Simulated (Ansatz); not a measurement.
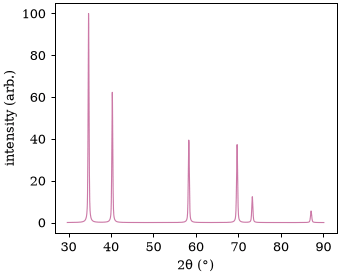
Figure. Simulated powder pattern, Cu Kα, λ = 1.54184 Å

The pattern belongs to a structure relaxed with DFT-PBE in the program Ansatz with PAW potentials.

Q: Which compound is it?
A) TaC, rock salt
B) SnTe, rock salt
C) VGe, rock salt
D) SiC, zinc blende

A: A, TaC, rock salt

Space group Fm-3m (rock salt). The PBE relaxation kept the symmetry of its start. No spin polarisation was allowed. Spin–orbit coupling is left out wherever it is not named.

Potentials: the later of the program's two PAW sets.
